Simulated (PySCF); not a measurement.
# C4H12Si2: NMR shifts at several levels of theory

How much do the NMR shifts of C4H12Si2 (`C=C[SiH2]CC[SiH3]`) depend on the level of theory, and what does each level cost?

Programs: PySCF 2.14.0, with density-fitted response routines of our own. Each step states its level of theory. These are calculated values for one molecule in the gas phase, unless marked as measured. Atoms are numbered from 0 throughout.

## (1) Starting geometry

18 atoms, charge 0, multiplicity 1; geometry from: GFN2-xTB.

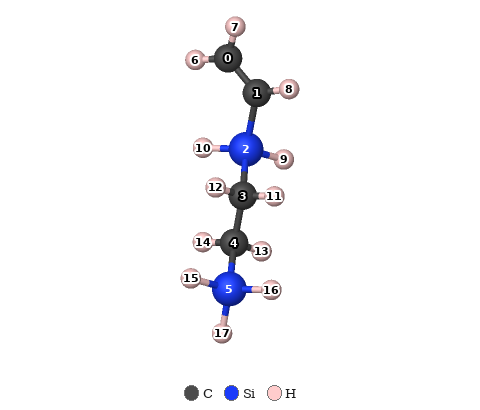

As it starts; carbon dark grey, silicon blue, hydrogen pink, atoms numbered; sticks join atoms by distance.

## (2) Relaxing the molecule at PBE0-D3(BJ)/def2-SVP

Job settings and geometry (Å):

```
{"job": {"xc": "PBE0", "basis": "def2-SVP", "d3": "d3bj", "grid": 1, "kind": "geom"}, "charge": 0, "multiplicity": 1}
C      3.574836     0.325179    -0.665603
C      2.596461     0.726882     0.129626
Si     1.211663    -0.370675     0.778802
C     -0.439588     0.234430     0.043300
C     -1.633318    -0.596056     0.515049
Si    -3.274871    -0.020477    -0.252166
H      3.652235    -0.698705    -0.994292
H      4.344771     0.990339    -1.027749
H      2.578910     1.769964     0.425609
H      1.159126    -0.270816     2.245648
H      1.444920    -1.767072     0.389122
H     -0.604068     1.280294     0.312275
H     -0.389559     0.206036    -1.047707
H     -1.691804    -0.547707     1.604267
H     -1.459645    -1.645650     0.268787
H     -3.201215    -0.158182    -1.709132
H     -3.503204     1.387127     0.084663
H     -4.374410    -0.838594     0.263204
```

Standard output:

```text
step   0  E = -737.87152995  max force = 0.018495
step   1  E = -737.87532794  max force = 0.003910
step   2  E = -737.87549640  max force = 0.001682
step   3  E = -737.87555940  max force = 0.000549
step   4  E = -737.87556827  max force = 0.000204
optimisation converged
```

Run time: 37 s. Hardware: 1 thread, shared host.

Relaxation path:

| step | energy from step 0 (eV) | largest force component (eV/Å) |
| --- | --- | --- |
| 0 | 0.0000 | 0.9511 |
| 1 | -0.1033 | 0.2011 |
| 2 | -0.1079 | 0.0865 |
| 3 | -0.1096 | 0.0282 |
| 4 | -0.1099 | 0.0105 |

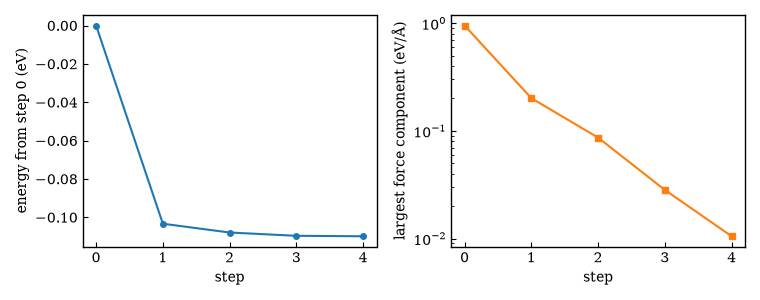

Energy and largest force along the relaxation.

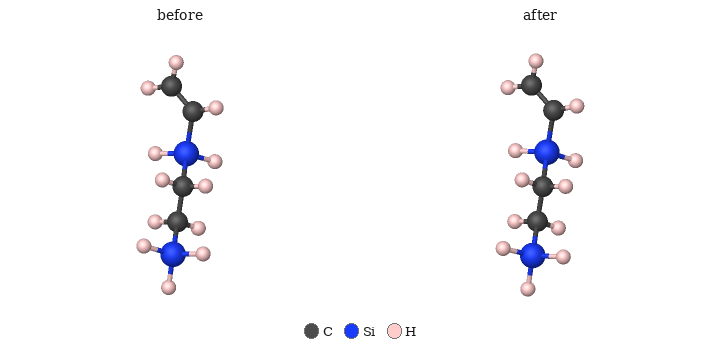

The geometry before (left) and after (right).

Distances of close pairs at the start and the end, largest changes first:

| bond | before (Å) | after (Å) | change (Å) |
| --- | --- | --- | --- |
| Si5–H17 | 1.464 | 1.497 | +0.032 |
| Si5–H16 | 1.465 | 1.497 | +0.032 |
| Si5–H15 | 1.465 | 1.497 | +0.032 |
| Si2–H10 | 1.468 | 1.498 | +0.030 |
| Si2–H9 | 1.471 | 1.499 | +0.028 |
| C0–H6 | 1.078 | 1.096 | +0.018 |
| Si2–C3 | 1.906 | 1.890 | -0.016 |
| C0–H7 | 1.080 | 1.096 | +0.016 |

The final coordinates are the input of the step that follows.

| at the end point | value |
| --- | --- |
| point group (found at 0.08 Å tolerance) | C1 |
| rotational constants (GHz, main isotopes) | 7.745, 0.692, 0.667 |
| dipole moment (D) | 0.76 |

## (3) Shielding tensors: PBE0/cc-pVDZ

Job settings and geometry (Å):

```
{"job": {"kind": "nmr", "xc": "PBE0", "basis": "cc-pVDZ", "pop": true}, "charge": 0, "multiplicity": 1}
C      3.589025     0.186993    -0.881511
C      2.608606     0.622236    -0.081015
Si     1.234986    -0.472210     0.563722
C     -0.452031     0.038214    -0.118666
C     -1.604132    -0.838036     0.389578
Si    -3.283720    -0.342863    -0.315646
H      3.655257    -0.860527    -1.197974
H      4.374255     0.852701    -1.257717
H      2.609797     1.684991     0.198380
H      1.176961    -0.404243     2.060437
H      1.530543    -1.886115     0.165972
H     -0.622838     1.097697     0.143217
H     -0.392809     0.010599    -1.221133
H     -1.668051    -0.798786     1.491244
H     -1.427759    -1.899170     0.139482
H     -3.268854    -0.463445    -1.807565
H     -3.586419     1.081020     0.033371
H     -4.378544    -1.209654     0.222642
```

With the program's defaults for keys left out, this is: GIAO PBE0/cc-pVDZ NMR shielding, non-relativistic, gas phase.

Standard output:

```text
coarse grid: 15032 points
cycle   1  E = -738.0978049107  dE =  1.464e-01  |g| = 3.855e-01  |ddm| = 7.304e+00
cycle   2  E = -738.0861856767  dE =  1.162e-02  |g| = 4.358e-01  |ddm| = 1.569e+00
cycle   3  E = -738.1387137074  dE = -5.253e-02  |g| = 4.668e-02  |ddm| = 7.915e-01
cycle   4  E = -738.1391277582  dE = -4.141e-04  |g| = 2.899e-02  |ddm| = 1.103e-01
cycle   5  E = -738.1393513089  dE = -2.236e-04  |g| = 6.781e-03  |ddm| = 4.941e-02
cycle   6  E = -738.1393629815  dE = -1.167e-05  |g| = 2.189e-03  |ddm| = 1.247e-02
cycle   7  E = -738.1393643105  dE = -1.329e-06  |g| = 2.300e-04  |ddm| = 3.995e-03
final grid: 133152 points
cycle   8  E = -738.1556943695  dE = -1.391e-05  |g| = 7.306e-03  |ddm| = 4.705e-02
cycle   9  E = -738.1556882241  dE =  6.145e-06  |g| = 8.730e-03  |ddm| = 2.842e-02
cycle  10  E = -738.1557093184  dE = -2.109e-05  |g| = 5.805e-04  |ddm| = 1.551e-02
cycle  11  E = -738.1557094139  dE = -9.550e-08  |g| = 1.196e-04  |ddm| = 1.171e-03
cycle  12  E = -738.1557094178  dE = -3.859e-09  |g| = 3.135e-05  |ddm| = 2.471e-04
cycle  13  E = -738.1557094179  dE = -1.853e-10  |g| = 2.121e-05  |ddm| = 8.526e-05
converged SCF energy = -738.1557094179

GIAO shielding tensors (ppm)
atom      isotropic    diamagn.    paramagn.     s11        s22        s33       span
  0 C       59.581     252.376    -192.795    -58.069     65.656    171.155    229.224
  1 C       64.073     253.587    -189.514    -47.915     52.741    187.395    235.309
  2 Si     444.405     887.012    -442.607    406.514    444.188    482.512     75.998
  3 C      185.444     246.891     -61.447    174.026    179.885    202.420     28.394
  4 C      190.611     240.590     -49.979    178.864    189.494    203.474     24.610
  5 Si     474.200     881.545    -407.346    447.623    452.830    522.146     74.523
  6 H       25.040      31.740      -6.700     21.219     24.499     29.401      8.182
  7 H       25.014      26.823      -1.810     21.724     24.479     28.838      7.114
  8 H       24.990      30.537      -5.547     22.338     24.798     27.836      5.498
  9 H       26.979      31.192      -4.213     23.896     25.810     31.231      7.335
 10 H       27.177      32.651      -5.474     24.054     26.319     31.159      7.105
 11 H       30.529      33.429      -2.899     25.399     30.486     35.702     10.304
 12 H       30.608      33.645      -3.037     25.594     30.689     35.541      9.947
 13 H       30.578      29.983       0.595     25.404     29.947     36.384     10.980
 14 H       30.583      30.097       0.486     25.287     30.111     36.352     11.066
 15 H       27.533      29.153      -1.620     24.411     25.815     32.373      7.962
 16 H       27.536      29.114      -1.578     24.400     25.822     32.385      7.984
 17 H       27.251      27.668      -0.417     23.871     24.841     33.041      9.170
```

Wall time 16 s (1 thread, shared host).

Shifts follow as δ = σ(reference) − σ, with reference shieldings (ppm) from runs at the same level and on the same kind of geometry: ¹H TMS 31.29, ¹³C TMS 196.8, ²⁹Si TMS 418.6. The references are single molecules in the gas phase. Atoms listed in one row are averaged.

| atoms | environment | σ (ppm) | δ (ppm) |
| --- | --- | --- | --- |
| C0 | terminal =CH2 carbon | 59.6 | 137.2 |
| C1 | alkene CH | 64.1 | 132.7 |
| C3 | sp3 CH2 bonded to Si | 185.4 | 11.3 |
| C4 | sp3 CH2 bonded to Si | 190.6 | 6.1 |
| H8 | hydrogen on an alkene CH | 24.99 | 6.30 |
| H7 | hydrogen on a terminal =CH2 carbon | 25.01 | 6.28 |
| H6 | hydrogen on a terminal =CH2 carbon | 25.04 | 6.25 |
| H9, H10 | hydrogen on a silicon bonded to 2 C | 27.08 | 4.21 |
| H15, H16, H17 | hydrogen on a silicon bonded to C | 27.44 | 3.85 |
| H11, H12 | hydrogen on an sp3 CH2 bonded to Si | 30.57 | 0.72 |
| H13, H14 | hydrogen on an sp3 CH2 bonded to Si | 30.58 | 0.71 |
| Si2 | silicon bonded to 2 C, 2 H | 444.4 | -25.8 |
| Si5 | silicon bonded to C, 3 H | 474.2 | -55.6 |

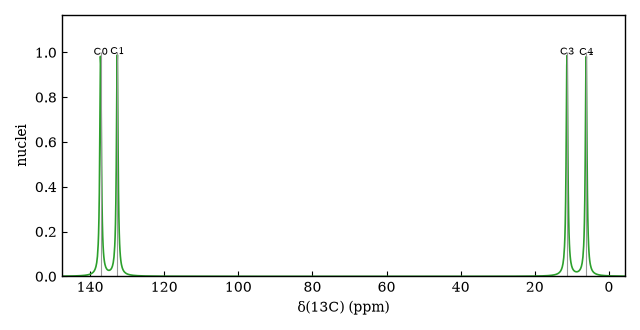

¹³C lines at the computed shifts, without couplings. Lines are broadened to a width of 0.52 ppm (Lorentzian).

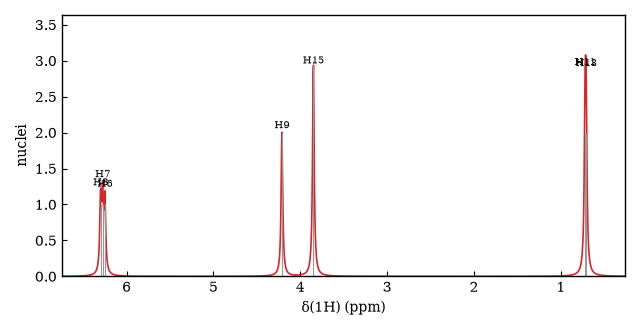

¹H lines at the computed shifts, without couplings. Lines are broadened to a width of 0.02 ppm (Lorentzian).

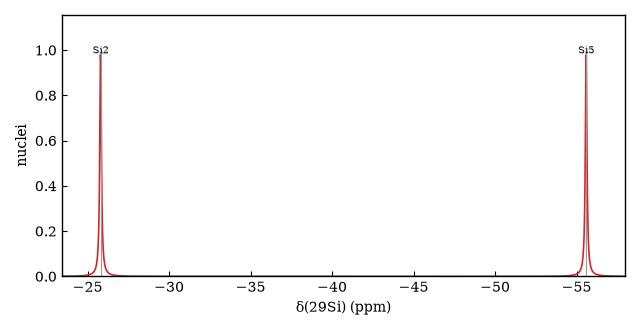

²⁹Si lines at the computed shifts, without couplings. Lines are broadened to a width of 0.12 ppm (Lorentzian).

Charges from the same density, by scheme (e):

| atoms | Mulliken | IAO | Hirshfeld | ESP fit |
| --- | --- | --- | --- | --- |
| C0 | -0.03 | -0.27 | -0.08 | -0.34 |
| C1 | -0.22 | -0.42 | -0.14 | -0.21 |
| Si2 | 0.34 | 0.74 | 0.32 | 0.28 |
| C3 | -0.22 | -0.52 | -0.15 | -0.14 |
| C4 | -0.21 | -0.52 | -0.14 | -0.06 |
| Si5 | 0.22 | 0.57 | 0.30 | 0.19 |

IAO charges:

C0 -0.27; C1 -0.42; Si2 0.74; C3 -0.52; C4 -0.52; Si5 0.57; H6 0.14; H7 0.15; H8 0.15; H9 -0.13; H10 -0.12; H11 0.14; H12 0.14; H13 0.14; H14 0.14; H15 -0.11; H16 -0.12; H17 -0.11

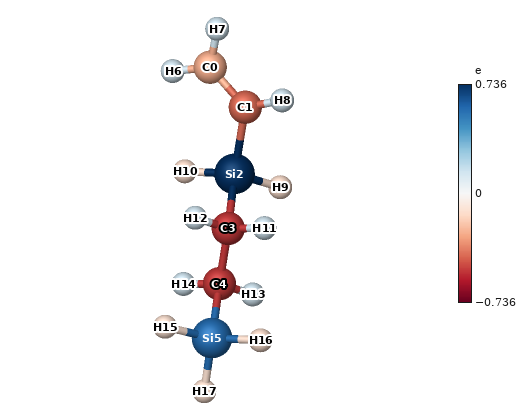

IAO charges, as colours on the atoms.

Mayer bond orders: C0–C1 2.00, C1–Si2 1.02, Si2–C3 1.01, C3–C4 1.05, C4–Si5 1.03.

## (4) NMR shieldings: PBE0/aug-cc-pVDZ

Same as in step 3 but for these lines:

```diff
@@ -1,2 +1,2 @@
-{"job": {"kind": "nmr", "xc": "PBE0", "basis": "cc-pVDZ", "pop": true}, "charge": 0, "multiplicity": 1}
+{"job": {"kind": "nmr", "xc": "PBE0", "basis": "aug-cc-pVDZ", "pop": true}, "charge": 0, "multiplicity": 1}
 C      3.589025     0.186993    -0.881511
```

Level: GIAO PBE0/aug-cc-pVDZ NMR shielding, non-relativistic, gas phase.

Standard output:

```text
coarse grid: 15032 points
cycle   1  E = -738.1067265155  dE =  1.360e-01  |g| = 3.968e-01  |ddm| = 1.009e+01
cycle   2  E = -738.0912534111  dE =  1.547e-02  |g| = 4.586e-01  |ddm| = 2.162e+00
cycle   3  E = -738.1497212400  dE = -5.847e-02  |g| = 4.702e-02  |ddm| = 1.093e+00
cycle   4  E = -738.1501321544  dE = -4.109e-04  |g| = 3.029e-02  |ddm| = 1.551e-01
cycle   5  E = -738.1503780475  dE = -2.459e-04  |g| = 6.522e-03  |ddm| = 6.899e-02
cycle   6  E = -738.1503886410  dE = -1.059e-05  |g| = 2.426e-03  |ddm| = 1.747e-02
cycle   7  E = -738.1503902641  dE = -1.623e-06  |g| = 2.578e-04  |ddm| = 5.935e-03
final grid: 133152 points
cycle   8  E = -738.1667835171  dE = -2.077e-05  |g| = 7.275e-03  |ddm| = 2.040e-01
cycle   9  E = -738.1667766988  dE =  6.818e-06  |g| = 8.834e-03  |ddm| = 4.299e-02
cycle  10  E = -738.1667983285  dE = -2.163e-05  |g| = 5.484e-04  |ddm| = 2.102e-02
cycle  11  E = -738.1667984113  dE = -8.271e-08  |g| = 1.547e-04  |ddm| = 1.697e-03
cycle  12  E = -738.1667984177  dE = -6.461e-09  |g| = 4.248e-05  |ddm| = 4.329e-04
cycle  13  E = -738.1667984181  dE = -3.602e-10  |g| = 2.645e-05  |ddm| = 1.361e-04
converged SCF energy = -738.1667984181

GIAO shielding tensors (ppm)
atom      isotropic    diamagn.    paramagn.     s11        s22        s33       span
  0 C       59.400     211.296    -151.897    -57.349     64.516    171.032    228.381
  1 C       61.164     206.040    -144.876    -52.455     48.644    187.303    239.759
  2 Si     437.796     892.519    -454.724    395.821    436.829    480.738     84.917
  3 C      184.283     197.829     -13.546    171.514    179.744    201.592     30.078
  4 C      189.803     191.719      -1.915    177.491    189.675    202.244     24.752
  5 Si     472.400     893.883    -421.482    442.719    446.698    527.783     85.064
  6 H       25.025      30.611      -5.586     21.260     24.617     29.197      7.936
  7 H       24.897      35.689     -10.792     21.632     24.395     28.664      7.032
  8 H       24.839      33.421      -8.582     21.914     24.913     27.690      5.776
  9 H       26.920      27.212      -0.292     23.958     25.801     31.000      7.042
 10 H       27.138      27.365      -0.227     24.160     26.307     30.947      6.787
 11 H       30.552      29.786       0.766     25.525     30.486     35.646     10.121
 12 H       30.661      29.606       1.054     25.783     30.681     35.518      9.735
 13 H       30.576      29.750       0.825     25.478     29.955     36.294     10.817
 14 H       30.587      29.471       1.116     25.383     30.136     36.243     10.860
 15 H       27.495      28.944      -1.449     24.456     25.803     32.225      7.769
 16 H       27.502      29.151      -1.649     24.444     25.810     32.253      7.809
 17 H       27.215      26.501       0.713     23.889     24.812     32.943      9.053
```

It took 32 s on 1 thread, shared host.

Key values: δ C0 135.7, C1 134.0, C3 10.8, C4 5.3, H8 6.56, H7 6.50 ppm.

## (5) Nuclear shieldings: PBE0/pcSseg-0

Same as in step 4 but for these lines:

```diff
@@ -1,2 +1,2 @@
-{"job": {"kind": "nmr", "xc": "PBE0", "basis": "aug-cc-pVDZ", "pop": true}, "charge": 0, "multiplicity": 1}
+{"job": {"kind": "nmr", "xc": "PBE0", "basis": "pcSseg-0", "pop": true}, "charge": 0, "multiplicity": 1}
 C      3.589025     0.186993    -0.881511
```

With the program's defaults for keys left out, this is: GIAO PBE0/pcSseg-0 NMR shielding, non-relativistic, gas phase.

Standard output:

```text
coarse grid: 15032 points
cycle   1  E = -737.0334479957  dE =  2.644e-02  |g| = 3.268e-01  |ddm| = 4.040e+00
cycle   2  E = -737.0288908462  dE =  4.557e-03  |g| = 3.505e-01  |ddm| = 7.562e-01
cycle   3  E = -737.0614618278  dE = -3.257e-02  |g| = 4.420e-02  |ddm| = 4.446e-01
cycle   4  E = -737.0618451613  dE = -3.833e-04  |g| = 2.464e-02  |ddm| = 7.705e-02
cycle   5  E = -737.0619997249  dE = -1.546e-04  |g| = 6.663e-03  |ddm| = 2.940e-02
cycle   6  E = -737.0620113169  dE = -1.159e-05  |g| = 1.276e-03  |ddm| = 9.043e-03
cycle   7  E = -737.0620117527  dE = -4.358e-07  |g| = 1.911e-04  |ddm| = 1.905e-03
final grid: 133152 points
cycle   8  E = -737.1136294927  dE = -1.405e-05  |g| = 4.644e-03  |ddm| = 1.887e-02
cycle   9  E = -737.1136280269  dE =  1.466e-06  |g| = 5.228e-03  |ddm| = 1.143e-02
cycle  10  E = -737.1136352716  dE = -7.245e-06  |g| = 3.549e-04  |ddm| = 6.223e-03
cycle  11  E = -737.1136353053  dE = -3.376e-08  |g| = 8.130e-05  |ddm| = 5.870e-04
cycle  12  E = -737.1136353071  dE = -1.776e-09  |g| = 2.026e-05  |ddm| = 1.284e-04
cycle  13  E = -737.1136353072  dE = -7.890e-11  |g| = 1.316e-05  |ddm| = 3.921e-05
converged SCF energy = -737.1136353072

GIAO shielding tensors (ppm)
atom      isotropic    diamagn.    paramagn.     s11        s22        s33       span
  0 C       41.109     255.019    -213.910    -89.056     47.394    164.989    254.045
  1 C       52.724     268.355    -215.632    -70.589     39.796    188.965    259.554
  2 Si     400.313     881.685    -481.373    348.189    391.037    461.712    113.523
  3 C      186.140     254.490     -68.349    173.846    178.380    206.196     32.350
  4 C      192.770     247.949     -55.179    179.364    190.629    208.318     28.955
  5 Si     447.163     879.037    -431.874    404.699    412.709    524.081    119.382
  6 H       26.382      30.355      -3.973     22.553     26.155     30.438      7.884
  7 H       26.258      27.246      -0.987     22.918     26.105     29.752      6.834
  8 H       26.591      31.863      -5.272     24.737     25.723     29.313      4.576
  9 H       28.134      29.801      -1.667     24.245     27.330     32.829      8.584
 10 H       28.345      30.977      -2.632     24.508     27.813     32.714      8.206
 11 H       32.312      33.422      -1.110     26.080     32.858     37.998     11.918
 12 H       32.416      33.584      -1.168     26.339     33.089     37.820     11.480
 13 H       32.537      31.371       1.166     26.383     32.256     38.973     12.590
 14 H       32.565      31.476       1.088     26.296     32.432     38.967     12.671
 15 H       28.853      28.283       0.569     25.155     27.437     33.966      8.811
 16 H       28.855      28.237       0.618     25.142     27.437     33.985      8.843
 17 H       28.725      28.382       0.343     24.727     26.433     35.015     10.289
```

Run time: 6.9 s. Hardware: 1 thread, shared host.

This run: δ C0 152.4, C1 140.8, C3 7.4, C4 0.7, H7 6.57, H6 6.45 ppm.

## (6) Run by run: NMR shifts

Shifts (ppm) of some atoms, chosen among heavy atoms and hydrogens apart, means over like atoms, with basis size and wall time:

| run | C0 | C1 | C4 | H9 | H13 | Si2 | Si5 | functions | time |
| --- | --- | --- | --- | --- | --- | --- | --- | --- | --- |
| PBE0/cc-pVDZ | 137.2 | 132.7 | 6.1 | 4.21 | 0.71 | -25.8 | -55.6 | 152 | 16 s |
| PBE0/aug-cc-pVDZ | 135.7 | 134.0 | 5.3 | 4.37 | 0.81 | -21.1 | -55.7 | 254 | 32 s |
| PBE0/pcSseg-0 | 152.4 | 140.8 | 0.7 | 4.59 | 0.28 | -51.8 | -98.6 | 86 | 6.9 s |

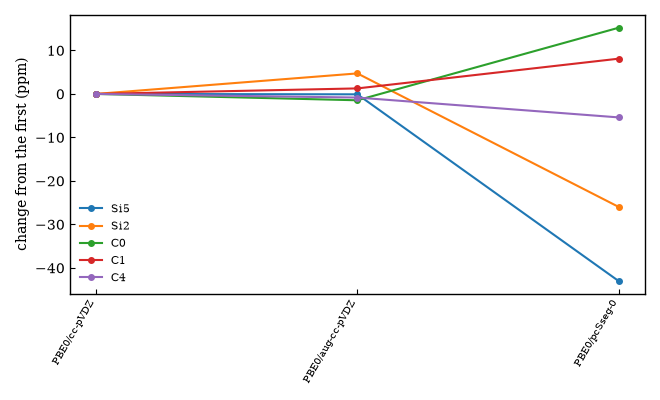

How five of the tabulated atoms move from run to run.

## (7) Summary of results

| quantity | value |
| --- | --- |
| point group | C1 |
| rotational constants (main isotopes) | 7.75, 0.69, 0.67 GHz |
| ¹³C shifts against TMS (PBE0/cc-pVDZ) | 137.2, 132.7, 11.3, 6.1 ppm |
| ¹H shifts against TMS (PBE0/cc-pVDZ, means over atoms taken as alike) | 6.30, 6.28, 6.25, 4.21, 3.85, 0.72, 0.71 ppm |
| ²⁹Si shifts against TMS (PBE0/cc-pVDZ) | -25.8, -55.6 ppm |
| range of the shift of Si5 | -98.6 to -55.6 ppm |

In words: Single values in the summary come from the first run of each kind that ended normally (PBE0/cc-pVDZ), which need not be the best level. Over 4 steps the energy fell by 0.110 eV; of the close pairs, Si5–H17 changed most, 1.464 to 1.497 Å. No frequency check was run at this level, so the end point may be a saddle. Across the 3 runs the shift of Si5 moves most, between -98.6 (PBE0/pcSseg-0) and -55.6 ppm (PBE0/cc-pVDZ).
